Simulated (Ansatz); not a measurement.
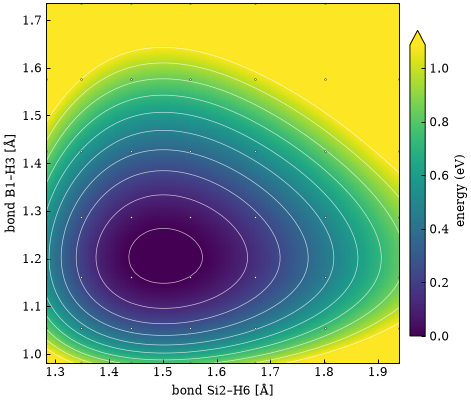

Energy landscape of BH5Si, SMILES B[SiH3]. 
- Two internal coordinates are moved rigidly from the geometry relaxed at PBE0-D4/def2-TZVP, all others fixed.
- The first coordinate is: bond Si2–H6; the second: bond B1–H3.
- Grid: 7 × 7 points.
- Points are written as (first, second).
- All energies are given in eV relative to the lowest grid point.
- Computed with RKS PBE-D4/def2-TZVPP in Ansatz.

Drawn: a smooth colour map with a few white contour lines, dots at the grid points, one colour for all values above the top of the scale. Between grid points the surface is interpolated. 

**Describe this landscape.**

The lowest grid point is at (1.550 Å, 1.162 Å). The bottom of the well lies between grid points, at about (1.502 Å, 1.202 Å), about 0.039 eV lower on the interpolated surface. No other kind of well shows on this grid. The highest grid point, (1.940 Å, 1.735 Å), lies 2.27 eV above the lowest. Round the minimum the two coordinates are nearly uncoupled.
